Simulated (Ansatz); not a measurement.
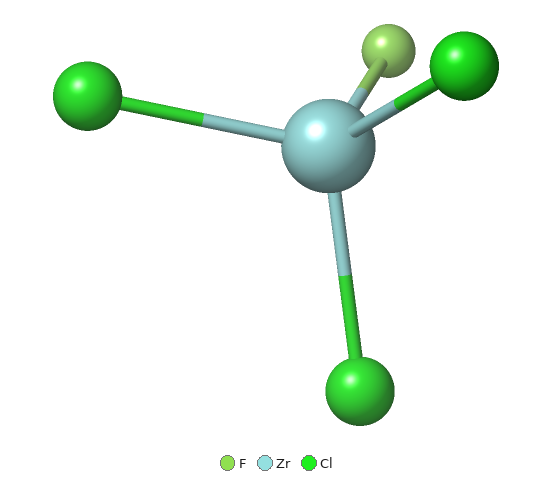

Rendered structure (ball-and-stick style).

The species is neutral and a spin singlet.

Give the formula.

ZrCl₃F, 5 atoms: 1 zirconium, 3 chlorine and 1 fluorine.

How many atoms are distinct by symmetry?

3: 1 F, 1 Zr, 3 Cl.

Which point group does it belong to?

C3v.

How many bonds of each kind are drawn?

3 Cl–Zr, 1 F–Zr.

The parts below concern this one geometry. Atoms keep their numbers from picture to picture. The computed structure is the end point of a PBE0-D4/def2-TZVP optimisation.

**Geometry**

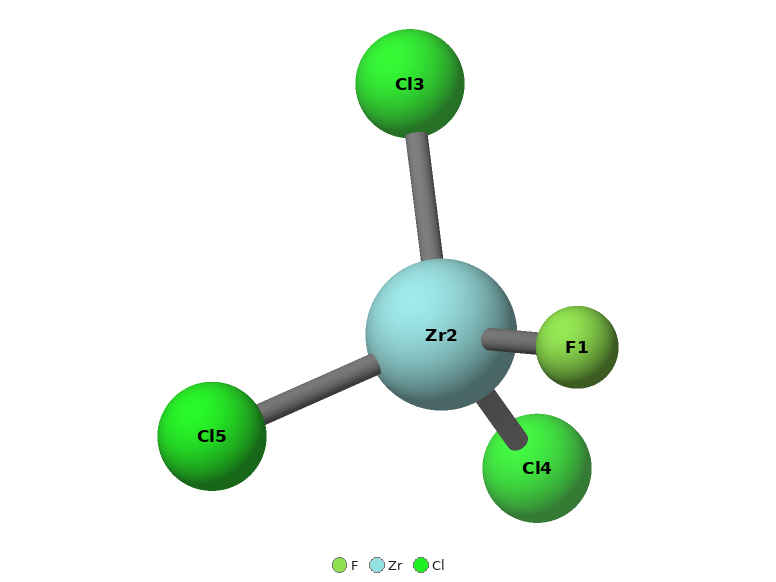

The atoms are numbered.

Which atoms are bonded, and how long are the bonds?

```json
{"bond": "F1–Zr2", "length (Å)": "1.877"}
{"bond": "Zr2–Cl3", "length (Å)": "2.323"}
{"bond": "Zr2–Cl4", "length (Å)": "2.323"}
{"bond": "Zr2–Cl5", "length (Å)": "2.323"}
```

**Vibrations**

Harmonic vibrations computed with RKS PBE0-D4/def2-TZVP, core potentials on Zr (Ansatz 0.2.0) at a stationary point of the same level.

How many vibrational modes are there, and where do they lie?

9 modes: 100, 100, 109, 146, 146, 393, 432, 432, 692 cm⁻¹.

**Thermal motion**

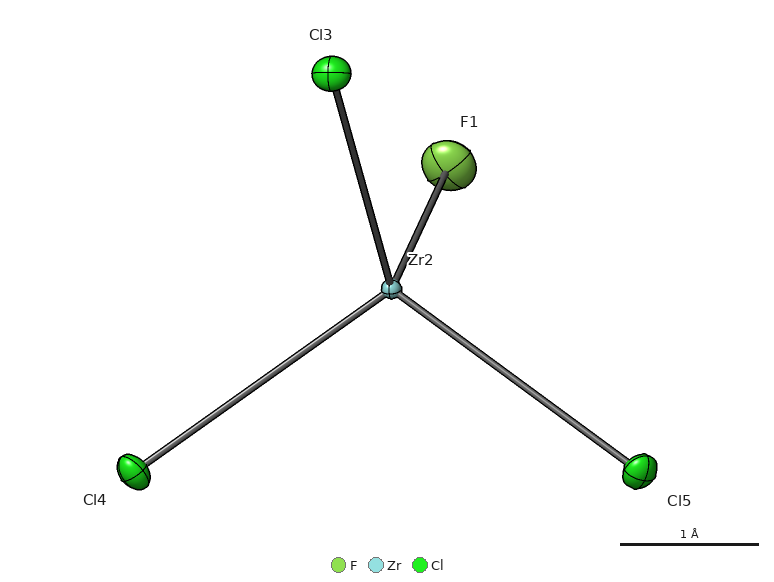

Displacement ellipsoids at the 50 % level, enlarged 2 times, from the internal vibrations of the free molecule (harmonic, no overall translation or rotation; no half-axis is drawn under 0.075 Å). Vibrations computed with RKS PBE0-D4/def2-TZVP, core potentials on Zr (Ansatz 0.2.0). Temperature: 0 K (zero-point motion alone).

Which atom has the largest mean-square displacement?

F1, with U_eq = 0.0034 Å².

List U_eq and the three principal root-mean-square amplitudes for each kind of atom.

| atom | U_eq (Å²) | rms amplitudes (Å) |
| --- | --- | --- |
| F1 | 0.0034 | 0.042, 0.065, 0.065 |
| Zr2 | 0.00050 | 0.021, 0.021, 0.025 |
| Cl3, Cl4, Cl5 | 0.0017 | 0.033, 0.041, 0.047 |

**Levels of theory compared**

Program: Ansatz 0.2.0.

Tabulate HOMO–LUMO gap (eV) at these levels: B97M-V/def2-TZVPP; BHLYP-D4/def2-TZVPP; CAM-B3LYP-D4/def2-TZVPP; HSE06 (plane-wave form)-D4/def2-TZVPP; PBE-D4/def2-TZVPP; PBE0-D4/def2-QZVPP; PBE0-D4/def2-SVP; PBE0-D4/def2-TZVPP; r2SCAN0-D4/def2-TZVPP; r2SCANh-D4/def2-TZVPP; revPBE-D4/def2-TZVPP; ωB97M-V/def2-QZVPP.

```tsv
level	HOMO–LUMO gap (eV)
B97M-V/def2-TZVPP	5.75
BHLYP-D4/def2-TZVPP	9.47
CAM-B3LYP-D4/def2-TZVPP	9.70
HSE06 (plane-wave form)-D4/def2-TZVPP	6.49
PBE-D4/def2-TZVPP	5.09
PBE0-D4/def2-QZVPP	7.27
PBE0-D4/def2-SVP	7.29
PBE0-D4/def2-TZVPP	7.27
r2SCAN0-D4/def2-TZVPP	7.61
r2SCANh-D4/def2-TZVPP	6.40
revPBE-D4/def2-TZVPP	5.12
ωB97M-V/def2-QZVPP	11.58
```
